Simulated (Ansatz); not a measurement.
A series of calculations on Si2NH5

Part 1: Relaxation

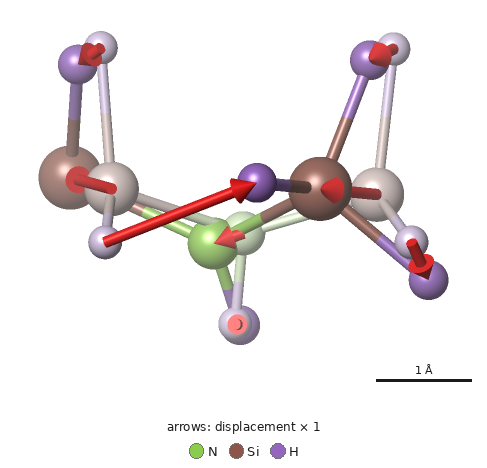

A relaxation of Si2NH5. The starting structure is drawn faded, the final one solid; red arrows show the displacements, at their true length. The two geometries are superimposed by the best rigid fit.

A ball-and-stick model, seen face on.

The run prepares an end point of a later path (torsion) calculation, from a guessed geometry.

Method: Ansatz, RKS B3LYP/def2-SVP.

Input
```yaml
crystal:
  periodic: [false, false, false]
  atoms:
    - { symbol: "N", position_ang: [-0.4619, -0.29, -0.6809] }
    - { symbol: Si, position_ang: [-0.3271, 1.3198, -0.4113] }
    - { symbol: Si, position_ang: [0.2948, -1.3887, 0.0411] }
    - { symbol: H, position_ang: [-1.4145, -0.485, -0.789] }
    - { symbol: H, position_ang: [1.0824, 1.7677, -0.5761] }
    - { symbol: H, position_ang: [-0.8432, 1.6606, 0.9385] }
    - { symbol: H, position_ang: [1.8203, -1.1947, -0.0447] }
    - { symbol: H, position_ang: [-0.0585, -1.4468, 1.4665] }
basis:
  gaussian: { orbitals: def2-SVP }
hamiltonian:
  xc: b3lyp
relax:
  f_tol: 0.015
  max_steps: 40
```

Launched with:
```bash
ansatz run input.yaml --threads 1 --pin off --max-ram 2048MiB --backend cpu --events-out ev --progress --plain --runs-dir out
```

Question: What happened in the run?

Answer: The largest move after the best rigid fit is that of H6, 1.79 Å. Largest moves by element: H 1.79 Å, Si 1.29 Å, N 0.33 Å. Near-neighbour distances that change, for instance: Si2–H6 1.485 → 3.672 Å, Si3–H6 3.376 → 1.490 Å, Si2–Si3 2.816 → 3.172 Å, N1–Si3 1.517 → 1.771 Å. New bonds form: Si3–H6 (3.38 → 1.49 Å). Bonds break: Si2–H6 (1.48 → 3.67 Å). Among the angles between lasting bonds that change: N1–Si2–H5 110.8° → 94.1°, Si2–N1–H4 107.1° → 115.6°, N1–Si3–H8 111.7° → 107.9°. Over 31 accepted moves (32 points after the start) the energy falls by 362.0 kJ/mol. Largest force component: 6.6 eV/Å at the start, 0.0048 eV/Å at the end. The line search rejected the trial step at point 19 of the run. The forces were under the threshold at step 22, but the run went on from there.

Part 2: Relaxation

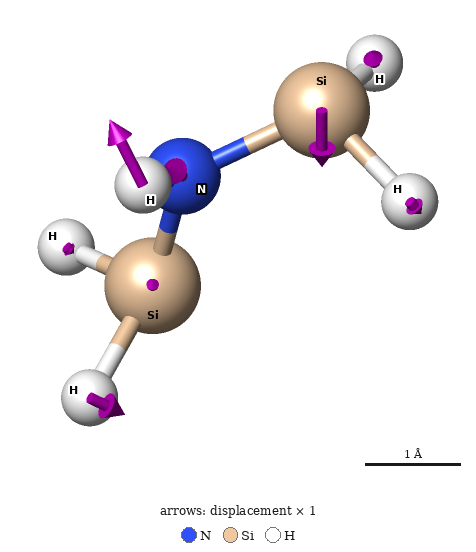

This is a relaxation of Si2NH5. The starting structure is drawn; purple arrows show the displacements, at their true length. The two geometries are superimposed by the best rigid fit.

Style: ball-and-stick. Shown from a free direction.

The run prepares an end point of a later path (torsion) calculation, from a guessed geometry.

Theory: RKS B3LYP/def2-SVP in Ansatz 0.2.0. (no spin polarisation; force threshold 0.015 eV/Å; at most 40 steps)

### What happened in the run?

Over 11 geometry steps the energy falls by 88.3 kcal/mol. Largest force component: 6.4 eV/Å at the start, 0.0091 eV/Å at the end. An H atom moves most after the best rigid fit: 0.80 Å. Largest moves by element: H 0.80 Å, Si 0.73 Å, N 0.43 Å. Near-neighbour distances that change, for instance: Si–Si 2.816 → 2.258 Å, N–Si 1.517 → 1.750 Å, N–Si 1.638 → 1.750 Å, H–Si 1.540 → 1.493 Å. Among the angles between lasting bonds that change: Si–N–Si 126.3° → 80.4°, Si–N–H 107.1° → 139.8°, Si–N–H 113.2° → 139.8°.

Part 3: Path

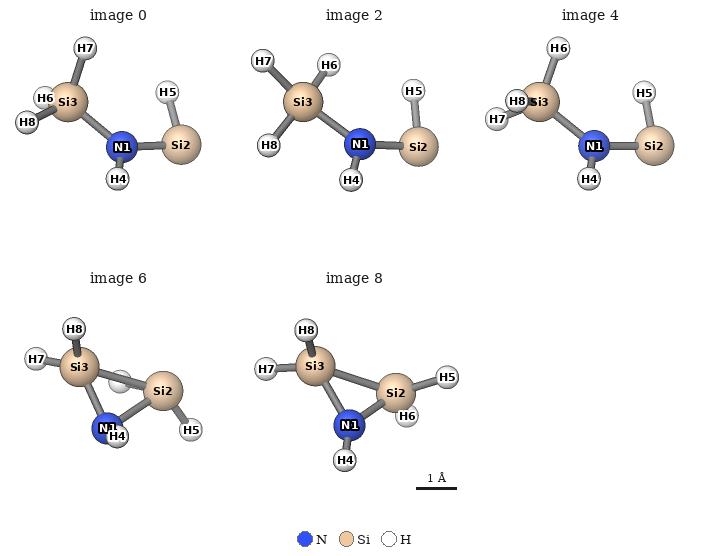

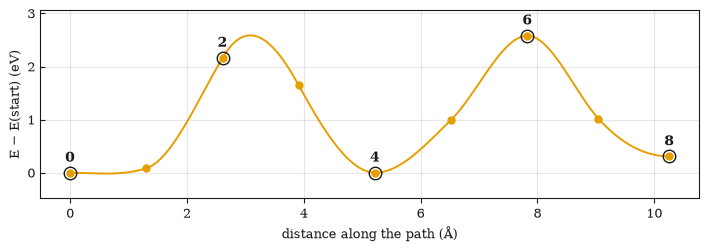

A nudged-elastic-band calculation for Si2NH5. Images are numbered from 0 (start) to 8 (end). The picture is a ball-and-stick view, seen at a tilt.

These are results of RKS B3LYP/def2-SVP in Ansatz, not measurements.

Input
```yaml
crystal:
  periodic: [false, false, false]
  atoms:
    - { symbol: "N", position_ang: [-0.724311, 0.023836, -0.611753] }
    - { symbol: Si, position_ang: [-0.543055, 1.446789, -1.597649] }
    - { symbol: Si, position_ang: [0.317844, -0.57773, 0.687224] }
    - { symbol: H, position_ang: [-1.546451, -0.546893, -0.808267] }
    - { symbol: H, position_ang: [0.768308, 1.888336, -0.913893] }
    - { symbol: H, position_ang: [0.420027, 0.416241, 1.792403] }
    - { symbol: H, position_ang: [1.687495, -0.871722, 0.179913] }
    - { symbol: H, position_ang: [-0.287557, -1.835957, 1.216122] }
basis:
  gaussian: { orbitals: def2-SVP }
hamiltonian:
  xc: b3lyp
neb:
  order_check: false
  images: 7
  f_tol: 0.05
  max_iterations: 60
  initial_path: idpp
  final_atoms:
    - { symbol: "N", position_ang: [-0.93233022, -0.15796944, -0.17868022] }
    - { symbol: Si, position_ang: [0.23014343, 1.14943668, -0.15677531] }
    - { symbol: Si, position_ang: [0.50388522, -1.05046371, 0.27076087] }
    - { symbol: H, position_ang: [-1.91846825, -0.31504417, -0.35713027] }
    - { symbol: H, position_ang: [0.5537212, 1.80697085, -1.45773241] }
    - { symbol: H, position_ang: [0.07221324, 2.19865463, 0.89381506] }
    - { symbol: H, position_ang: [0.54891673, -1.64492926, 1.63970995] }
    - { symbol: H, position_ang: [1.03421865, -2.04375558, -0.70986767] }
```

Run as
```bash
ansatz run input.yaml --threads 1 --pin off --max-ram 2048MiB --backend cpu --events-out ev --progress --plain --runs-dir out
```

What happens along the path, and what is the barrier?

Answer. The path has more than one stage, and so few images may leave a stage unresolved. Breaking: Si3–H6 (1.49 → 2.13 at the top → 3.34 Å). Forming: Si2–H6 (3.67 → 1.58 at the top → 1.49 Å). Forward barrier 2.58 eV, backward barrier 2.27 eV, with image 6 at the top; the reaction energy is +0.31 eV. The profile has 2 maxima (images 2, 6) with a dip at image 4 (0.00 eV), so the process runs in steps. The band converged in 29 iterations. The largest component of the band force went from 3.5 to 0.025 eV/Å. The climbing image converged on the top of the path. Its vibrational analysis gives one imaginary mode (707i cm⁻¹), as a transition state must have.
